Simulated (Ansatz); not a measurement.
## CH₇ClOSi₂: geometry relaxation (part 2 of 2)

The same run, continued: CH₇ClOSi₂, SMILES [SiH3]O[SiH2]CCl; RKS PBE-D4/def2-SVP (Ansatz 0.2.0). The geometry: force-field start.

Geometry of the input (Å):
```
Si -1.6802  0.9443  0.8433
O  -0.0882  0.9740  0.6575
Si 1.1021  -0.1019  0.3384
C  1.0179  -1.0625  -1.2106
Cl 0.8556  0.0171  -2.6218
H  -2.2158  2.4020  0.9202
H  -2.3176  0.3109  -0.3295
H  -2.0590  0.2652  2.0549
H  1.2059  -1.0292  1.5398
H  2.4255  0.6358  0.3761
H  1.7811  -1.7444  -1.3491
H  0.0497  -1.6665  -1.1852
```

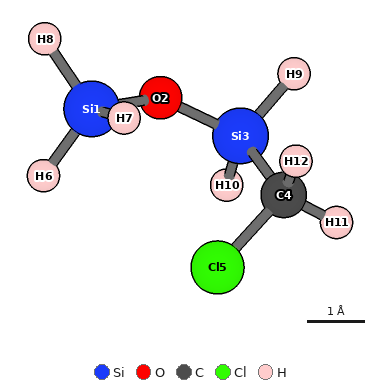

*The geometry at step 16 of the log (ball-and-stick view, seen at a tilt; atoms are numbered from 1 in the order of the input).*

Trajectory as extended XYZ, continued:
```
12
Properties=species:S:1:pos:R:3:forces:R:3 step=8 energy=-31449.49816
Si   -1.6876    0.9608    0.7483    0.0428  -0.0067   0.0127
O    -0.0123    0.8824    0.8861   -0.0912  -0.1141  -0.0201
Si    1.2571   -0.1295    0.4823   -0.0314   0.0614   0.0597
C     0.8831   -1.0500   -1.1372    0.0170   0.0353  -0.1703
Cl    0.4429    0.1375   -2.4434    0.0612  -0.1121   0.1443
H    -2.0894    2.4067    0.7260    0.0198  -0.0052   0.0147
H    -2.1529    0.2972   -0.5244    0.0184  -0.0089   0.0902
H    -2.3326    0.2829    1.9371    0.0568   0.0445  -0.1056
H     1.4758   -1.1635    1.5626   -0.0193   0.0354  -0.0522
H     2.4904    0.7057    0.3159   -0.0108   0.0031  -0.0108
H     1.7675   -1.6272   -1.4877   -0.0880   0.0457   0.0392
H     0.0351   -1.7582   -1.0316    0.0246   0.0216  -0.0019
12
Properties=species:S:1:pos:R:3:forces:R:3 step=9 energy=-31449.50730
Si   -1.7349    0.9790    0.7811   -0.0452  -0.0559  -0.0902
O    -0.0897    0.7194    0.9155    0.0365   0.0115   0.0875
Si    1.2542   -0.1573    0.4747   -0.0545  -0.0706  -0.0686
C     0.9343   -1.0619   -1.1680    0.0281  -0.0385   0.0639
Cl    0.4998    0.1307   -2.4530   -0.0112   0.0156  -0.0133
H    -1.9916    2.4551    0.6873    0.0165   0.0041   0.0022
H    -2.2810    0.2924   -0.4442    0.0079   0.0123   0.0270
H    -2.4341    0.4283    1.9954    0.0241   0.0188   0.0016
H     1.5650   -1.1997    1.5195   -0.0128   0.0278  -0.0027
H     2.4158    0.7755    0.3117    0.0019   0.0091  -0.0017
H     1.8337   -1.6218   -1.4968    0.0296   0.0289  -0.0313
H     0.1054   -1.7950   -1.0893   -0.0210   0.0369   0.0256
12
Properties=species:S:1:pos:R:3:forces:R:3 step=10 energy=-31449.51399
Si   -1.7252    0.9623    0.7682   -0.0233   0.0134   0.0084
O    -0.0933    0.6671    0.9886   -0.0278  -0.0327   0.0066
Si    1.2501   -0.1773    0.4890    0.1499   0.0672   0.0047
C     0.9291   -1.0416   -1.1685   -0.0670   0.0104   0.0289
Cl    0.4498    0.1735   -2.4191   -0.0068   0.0108   0.0170
H    -1.9376    2.4375    0.5847    0.0076  -0.0020  -0.0209
H    -2.2548    0.2186   -0.4280    0.0077  -0.0075   0.0046
H    -2.4659    0.5086    1.9963   -0.0044   0.0049  -0.0062
H     1.6003   -1.2280    1.5104   -0.0188  -0.0096  -0.0133
H     2.3949    0.7764    0.3206    0.0075   0.0155   0.0197
H     1.8269   -1.5797   -1.5350   -0.0005  -0.0060   0.0137
H     0.1025   -1.7727   -1.0731   -0.0241  -0.0645  -0.0632
12
Properties=species:S:1:pos:R:3:forces:R:3 step=11 energy=-31449.51985
Si   -1.7047    0.9373    0.7494    0.1129   0.0975   0.1032
O    -0.0897    0.5956    1.0873   -0.2007  -0.0168  -0.1002
Si    1.2647   -0.1906    0.5099   -0.0088   0.0576   0.1691
C     0.9018   -1.0132   -1.1575    0.0343   0.1040  -0.1434
Cl    0.3514    0.2448   -2.3461    0.0272  -0.0538   0.0518
H    -1.8529    2.4071    0.4116    0.0213  -0.2179   0.0455
H    -2.2027    0.1013   -0.4023   -0.0001   0.0192   0.0700
H    -2.5147    0.6199    1.9900    0.1010   0.0614  -0.1740
H     1.6439   -1.2818    1.4786    0.0324   0.0338  -0.0171
H     2.3864    0.7970    0.3579   -0.0181  -0.0386  -0.0080
H     1.8024   -1.5102   -1.5805   -0.1085   0.0118   0.0501
H     0.0911   -1.7624   -1.0645    0.0071  -0.0582  -0.0470
12
Properties=species:S:1:pos:R:3:forces:R:3 step=12 energy=-31449.52443
Si   -1.6870    0.9229    0.7408   -0.4393   0.2355   0.0629
O    -0.1002    0.5700    1.1116    0.2138  -0.1128   0.0285
Si    1.2555   -0.2021    0.5259    0.1486   0.0405   0.0765
C     0.8890   -0.9943   -1.1577    0.0247   0.0189  -0.1570
Cl    0.3289    0.2823   -2.3244    0.0481  -0.0750   0.1009
H    -1.8136    2.3813    0.3451    0.0226  -0.2310   0.0261
H    -2.1968    0.0409   -0.3725    0.0122   0.0422   0.0728
H    -2.5169    0.6800    1.9873    0.1142   0.0423  -0.1938
H     1.6667   -1.2896    1.4870   -0.0296   0.0260  -0.0443
H     2.3732    0.7892    0.3709   -0.0238  -0.0137  -0.0024
H     1.7913   -1.4791   -1.5923   -0.0966   0.0415   0.0535
H     0.0869   -1.7565   -1.0876    0.0052  -0.0143  -0.0237
12
Properties=species:S:1:pos:R:3:forces:R:3 step=13 energy=-31449.54499
Si   -1.7001    0.9050    0.7443    0.0043   0.0353   0.0179
O    -0.1456    0.4302    1.1551    0.0051  -0.0013   0.0122
Si    1.2575   -0.2240    0.5375   -0.0724  -0.0479  -0.0040
C     0.9046   -0.9704   -1.1740   -0.0050   0.0098   0.0526
Cl    0.3318    0.3395   -2.2836   -0.0167   0.0092  -0.0035
H    -1.7074    2.3018    0.1954    0.0248   0.0265  -0.0325
H    -2.3080   -0.0336   -0.2584   -0.0068  -0.0411  -0.0282
H    -2.5169    0.8699    2.0009   -0.0294   0.0021   0.0446
H     1.7172   -1.3270    1.4509    0.0216   0.0023   0.0074
H     2.3189    0.8295    0.4139    0.0004   0.0003  -0.0104
H     1.8112   -1.4284   -1.6140    0.0527  -0.0173  -0.0679
H     0.1138   -1.7478   -1.1340    0.0214   0.0220   0.0119
12
Properties=species:S:1:pos:R:3:forces:R:3 step=14 energy=-31449.52477 accepted=F
Si   -1.6953    0.9065    0.7357   -0.0959  -0.0349  -0.0599
O    -0.1747    0.3660    1.1900    0.0554  -0.1193   0.0019
Si    1.2373   -0.2534    0.5603    0.4095   0.2958  -0.0898
C     0.9342   -0.9502   -1.1741   -0.2212  -0.2820  -0.0588
Cl    0.2385    0.3391   -2.2332    0.0166   0.0687   0.0058
H    -1.6225    2.2889    0.1553    0.0032   0.0258  -0.0055
H    -2.3056   -0.0339   -0.2702   -0.0301   0.0257   0.0460
H    -2.5386    0.9239    1.9784   -0.0040   0.0171  -0.0073
H     1.7545   -1.3329    1.4675   -0.0576  -0.0514  -0.0047
H     2.2674    0.8267    0.4086    0.0231   0.0695   0.1222
H     1.8101   -1.3894   -1.6997    0.0110   0.1242   0.2067
H     0.1716   -1.7466   -1.0847   -0.1102  -0.1392  -0.1565
12
Properties=species:S:1:pos:R:3:forces:R:3 step=15 energy=-31449.54951
Si   -1.7023    0.9080    0.7456    0.0049   0.0155   0.0112
O    -0.1598    0.3995    1.1662    0.0029  -0.0139  -0.0101
Si    1.2499   -0.2352    0.5415   -0.0638  -0.0256   0.0027
C     0.9148   -0.9693   -1.1796    0.0138   0.0017   0.0396
Cl    0.2951    0.3399   -2.2653   -0.0099   0.0076  -0.0061
H    -1.6728    2.2914    0.1625    0.0189   0.0137  -0.0244
H    -2.3369   -0.0410   -0.2324   -0.0011  -0.0217  -0.0149
H    -2.5176    0.9226    2.0049   -0.0124   0.0071   0.0286
H     1.7195   -1.3390    1.4481    0.0238  -0.0018   0.0062
H     2.3011    0.8302    0.4253   -0.0046  -0.0019  -0.0054
H     1.8356   -1.3894   -1.6316    0.0160   0.0026  -0.0401
H     0.1505   -1.7728   -1.1512    0.0115   0.0165   0.0125
12
Properties=species:S:1:pos:R:3:forces:R:3 step=16 energy=-31449.55469
Si   -1.7062    0.9041    0.7448    0.0540   0.0064   0.0068
O    -0.1885    0.3289    1.1849   -0.0372   0.0017  -0.0238
Si    1.2407   -0.2528    0.5505   -0.0428   0.0165  -0.0059
C     0.9262   -0.9617   -1.1856    0.0168  -0.0336   0.0328
Cl    0.2571    0.3520   -2.2364   -0.0113   0.0033  -0.0090
H    -1.6055    2.2609    0.0993    0.0005  -0.0487   0.0211
H    -2.3842   -0.0578   -0.1951   -0.0009   0.0227   0.0253
H    -2.5143    1.0119    2.0094    0.0267  -0.0008  -0.0432
H     1.7471   -1.3536    1.4410    0.0030  -0.0002   0.0006
H     2.2623    0.8441    0.4471   -0.0153  -0.0072   0.0024
H     1.8554   -1.3422   -1.6575   -0.0092   0.0162  -0.0043
H     0.1869   -1.7891   -1.1684    0.0158   0.0238  -0.0026
12
Properties=species:S:1:pos:R:3:forces:R:3 step=17 energy=-31449.55617
Si   -1.7053    0.9026    0.7419    0.0378   0.0016   0.0385
O    -0.2109    0.2732    1.1988   -0.0667   0.0150  -0.0608
Si    1.2329   -0.2661    0.5569   -0.0340   0.0343  -0.0008
C     0.9385   -0.9567   -1.1905    0.0077  -0.0538  -0.0006
Cl    0.2168    0.3529   -2.2147    0.0043  -0.0208   0.0026
H    -1.5494    2.2376    0.0571   -0.0096  -0.0936   0.0378
H    -2.4315   -0.0641   -0.1594    0.0300   0.0586   0.0272
H    -2.5086    1.0831    2.0046    0.0651  -0.0100  -0.0694
H     1.7625   -1.3676    1.4332   -0.0017   0.0090  -0.0033
H     2.2287    0.8563    0.4675   -0.0165  -0.0143   0.0076
H     1.8764   -1.2973   -1.6787   -0.0427   0.0317   0.0330
H     0.2268   -1.8090   -1.1828    0.0264   0.0422  -0.0118
12
Properties=species:S:1:pos:R:3:forces:R:3 step=18 energy=-31449.55764
Si   -1.7067    0.9032    0.7453    0.0837  -0.0154   0.0119
O    -0.2192    0.2576    1.2011   -0.0524   0.0036  -0.0626
Si    1.2286   -0.2673    0.5561   -0.0476   0.0273   0.0229
C     0.9406   -0.9591   -1.1913    0.0027  -0.0259  -0.0044
Cl    0.2052    0.3417   -2.2169    0.0041  -0.0131   0.0038
H    -1.5351    2.2309    0.0579   -0.0045  -0.0250   0.0261
H    -2.4391   -0.0469   -0.1647    0.0010   0.0179   0.0289
H    -2.5019    1.0919    2.0081    0.0242  -0.0087  -0.0353
H     1.7683   -1.3650    1.4306   -0.0014   0.0027  -0.0028
H     2.2144    0.8635    0.4726   -0.0080  -0.0048  -0.0056
H     1.8828   -1.2866   -1.6782   -0.0206   0.0151   0.0202
H     0.2391   -1.8191   -1.1866    0.0187   0.0261  -0.0031
12
Properties=species:S:1:pos:R:3:forces:R:3 step=19 energy=-31449.55929
Si   -1.7071    0.9099    0.7448   -0.0950   0.0104  -0.0144
O    -0.2466    0.2061    1.1728    0.0288   0.0086   0.0631
Si    1.2224   -0.2711    0.5518   -0.0008  -0.0609  -0.0221
C     0.9557   -0.9723   -1.1942   -0.0030   0.0336   0.0493
Cl    0.1813    0.3134   -2.2080    0.0023   0.0024  -0.0327
H    -1.5054    2.2430    0.0811    0.0191   0.0045   0.0001
H    -2.4840    0.0003   -0.1669   -0.0034   0.0086   0.0023
H    -2.4837    1.1023    2.0160    0.0026   0.0035   0.0035
H     1.7797   -1.3526    1.4347    0.0085   0.0048   0.0022
H     2.1795    0.8833    0.4726   -0.0020   0.0116  -0.0069
H     1.9062   -1.2676   -1.6787    0.0457  -0.0149  -0.0485
H     0.2791   -1.8498   -1.1920   -0.0029  -0.0120   0.0040
12
Properties=species:S:1:pos:R:3:forces:R:3 step=20 energy=-31449.55929
Si   -1.7169    0.9138    0.7562    0.0139   0.0037  -0.0097
O    -0.2656    0.1787    1.1769   -0.0231  -0.0223  -0.0025
Si    1.2075   -0.2800    0.5469    0.0857   0.1206   0.1064
C     0.9733   -0.9726   -1.1964   -0.0712  -0.1055  -0.1569
Cl    0.1908    0.2925   -2.2320    0.0002   0.0036   0.0222
H    -1.4795    2.2442    0.0972    0.0003  -0.0027   0.0037
H    -2.5133    0.0267   -0.1603   -0.0022   0.0038   0.0044
H    -2.4858    1.1186    2.0302    0.0034  -0.0017  -0.0011
H     1.7899   -1.3457    1.4325   -0.0139  -0.0111  -0.0091
H     2.1432    0.8913    0.4591    0.0066   0.0241   0.0274
H     1.9265   -1.2647   -1.6822    0.0185   0.0143   0.0402
H     0.3071   -1.8580   -1.1941   -0.0181  -0.0269  -0.0250
12
Properties=species:S:1:pos:R:3:forces:R:3 step=21 energy=-31449.56162
Si   -1.7249    0.9256    0.7633   -0.0211  -0.0429  -0.0414
O    -0.3125    0.0974    1.1426   -0.0121   0.0191   0.0141
Si    1.1931   -0.2854    0.5388    0.0308   0.0414   0.0575
C     1.0010   -0.9959   -1.2072   -0.0402  -0.0354  -0.0806
Cl    0.1642    0.2398   -2.2374    0.0077  -0.0103   0.0066
H    -1.4264    2.2586    0.1338    0.0148  -0.0184  -0.0136
H    -2.5937    0.1037   -0.1538    0.0525   0.0409   0.0282
H    -2.4600    1.1475    2.0523   -0.0118  -0.0007   0.0319
H     1.8076   -1.3269    1.4327   -0.0140   0.0095  -0.0096
H     2.0788    0.9285    0.4659   -0.0248  -0.0110   0.0087
H     1.9730   -1.2356   -1.6835    0.0086   0.0030   0.0037
H     0.3769   -1.9125   -1.2135    0.0096   0.0050  -0.0055
12
Properties=species:S:1:pos:R:3:forces:R:3 step=22 energy=-31449.55448 accepted=F
Si   -1.7192    0.9111    0.7621    0.2372  -0.0121   0.0817
O    -0.2561    0.1990    1.2134   -0.0661  -0.0344  -0.1731
Si    1.2075   -0.2696    0.5512   -0.1490  -0.0262  -0.0172
C     0.9603   -0.9758   -1.2081    0.0816   0.0695   0.0549
Cl    0.1957    0.2953   -2.2522   -0.0114  -0.0246   0.0370
H    -1.4693    2.2231    0.0706   -0.0437   0.0007   0.0146
H    -2.5012    0.0005   -0.1410   -0.0181  -0.0187  -0.0020
H    -2.4917    1.1412    2.0319    0.0093  -0.0060  -0.0484
H     1.7817   -1.3591    1.4132    0.0131   0.0090   0.0082
H     2.1450    0.9047    0.4927    0.0009  -0.0403  -0.0531
H     1.9277   -1.2593   -1.6794   -0.0920   0.0162   0.0697
H     0.2967   -1.8664   -1.2205    0.0382   0.0669   0.0277
12
Properties=species:S:1:pos:R:3:forces:R:3 step=23 energy=-31449.56246
Si   -1.7215    0.9232    0.7650    0.0020  -0.0083  -0.0255
O    -0.3045    0.1115    1.1602    0.0011  -0.0122   0.0088
Si    1.1930   -0.2832    0.5433   -0.0036   0.0032  -0.0155
C     0.9915   -0.9925   -1.2088   -0.0005   0.0076  -0.0064
Cl    0.1609    0.2469   -2.2392    0.0077  -0.0153   0.0138
H    -1.4228    2.2470    0.1172   -0.0021   0.0017   0.0072
H    -2.5715    0.0888   -0.1531    0.0062   0.0069   0.0103
H    -2.4657    1.1495    2.0497   -0.0030   0.0051   0.0016
H     1.8029   -1.3331    1.4293    0.0001   0.0066  -0.0023
H     2.0816    0.9275    0.4713   -0.0044  -0.0119  -0.0017
H     1.9661   -1.2317   -1.6822   -0.0146   0.0019   0.0079
H     0.3670   -1.9089   -1.2186    0.0109   0.0146   0.0019
```

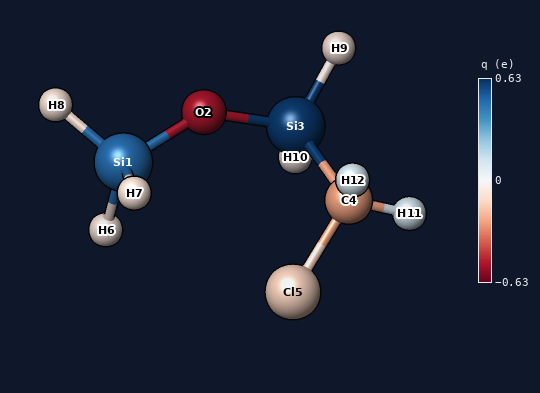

*Mulliken charges, as the colour of each atom (ball-and-stick view, seen at a tilt; atoms are numbered from 1 in the order of the input; Mulliken charges depend strongly on the basis).*

By element: Si +0.48 to +0.60, O −0.51, C −0.25, Cl −0.13 and H −0.08 to +0.11 e.

Summary:

```csv
quantity,value
outcome,converged
total energy,−31449.5625 eV
mean-field energy,−31449.2471 eV
dispersion energy,−0.3154 eV
SCF solution under orbital rotations,stable
largest force (length of the vector) at the end,0.027 eV/Å
dipole moment,1.35 D
wall time,35 s (CPU time 2.1 min)
peak memory,0.18 GiB
```
